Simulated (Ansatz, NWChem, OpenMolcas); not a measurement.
# Errors in the dipole moment

6 molecules; the dipole moment in D, computed less measured. Shapes, held fixed at every level: PBE0-D4/def2-TZVP. No vibrational averaging. Dipoles are compared by magnitude; molecules under 1 D, whose direction can flip, are left out. Programs: Ansatz 0.2.0, NWChem 7.3.0, OpenMolcas 26.06. A level may come from different programs for different species; with the same settings they agree closely. Measured values: NIST CCCBDB.

Levels: A = SVWN5/cc-pVTZ; B = PBE-D4/def2-TZVPP; C = r2SCAN/cc-pVTZ; D = r2SCAN-D4/def2-TZVPP.

```
              molecule  measured      A      B      C      D
BrF (bromine fluoride)      1.42  -0.14  -0.18  -0.18  -0.17
         HF (SMILES F)      1.82  +0.01  -0.02   0.00  +0.02
HCN (hydrogen cyanide)      2.98  -0.02  -0.06  +0.01  +0.04
  CH3Br (bromomethane)      1.81  +0.05  +0.02  +0.13  +0.14
    CH3N (methanimine)      2.00  -0.10  -0.11  -0.09  -0.04
   CH4S (methanethiol)      1.52  +0.07  +0.01  +0.09  +0.08
```

Task: Which level does best on this set, which worst, and which err to one side?

Result: 
| level | kind | mean error | mean absolute error | worst case |
| --- | --- | --- | --- | --- |
| SVWN5/cc-pVTZ | LDA | -0.022 | 0.065 | BrF |
| PBE-D4/def2-TZVPP | GGA | -0.057 | 0.067 | BrF |
| r2SCAN/cc-pVTZ | meta-GGA | -0.007 | 0.083 | BrF |
| r2SCAN-D4/def2-TZVPP | meta-GGA | +0.012 | 0.082 | BrF |

On this set SVWN5/cc-pVTZ has the smallest mean absolute error and r2SCAN/cc-pVTZ the largest. PBE-D4/def2-TZVPP is too low in 4 of 6. The levels differ in basis as well as in method. The smallest two are near a tie. The largest two are near a tie. Relativity is left out for Br. The set is small.

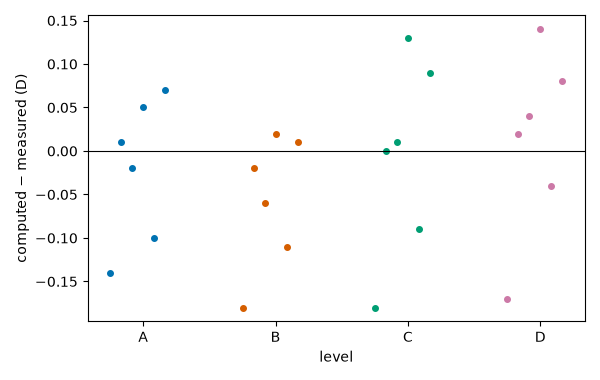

Errors of each level, one point a molecule.
